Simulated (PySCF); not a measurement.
System: KCd (doublet).

| atom | x (Å) | y (Å) | z (Å) |
| --- | --- | --- | --- |
| K | 0.0000 | 0.0000 | -2.9939 |
| Cd | 0.0000 | 0.0000 | 1.0241 |

Core potentials replace the inner electrons of Cd.

The calculation used PBE0/def2-SVP, non-relativistic Hamiltonian with scalar-relativistic core potentials where named, at a bond length of 4.018 Å (PySCF 2.14.0).

> What can the converged electron density, electron localisation function and spin density tell about the bonding?

K–Cd (4.02 Å): the density is about 0.03 e/Å³ at the midpoint, with its minimum of 0.03 e/Å³ about 1.8 Å from K; the ELF is about 0.20 at the midpoint.
The unpaired spin (1 electron) lies mostly on K1 (about 0.8) and Cd2 (about 0.2), in electrons by Hirshfeld's partition.

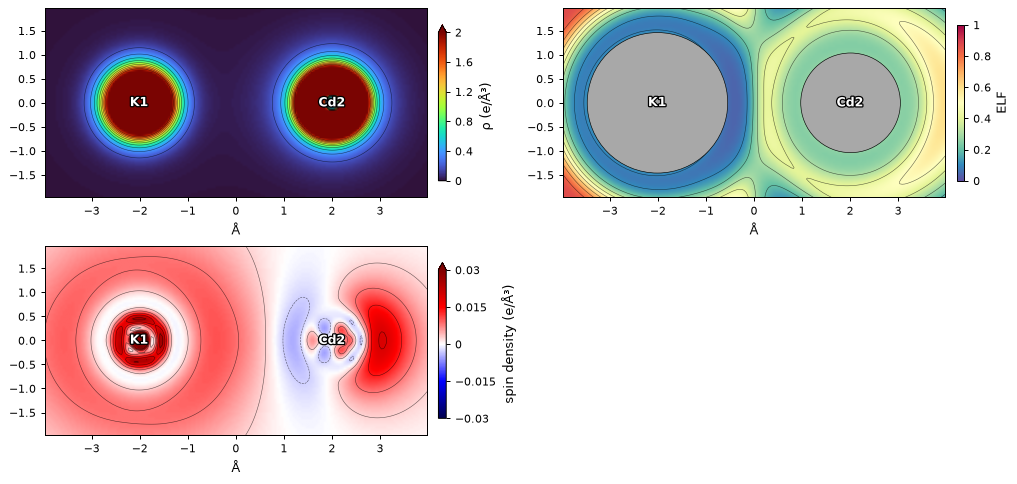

Computed electron density, electron localisation function and spin density on a plane that holds the molecular axis, in this order. Grey discs cover the atomic cores in the ELF map. 
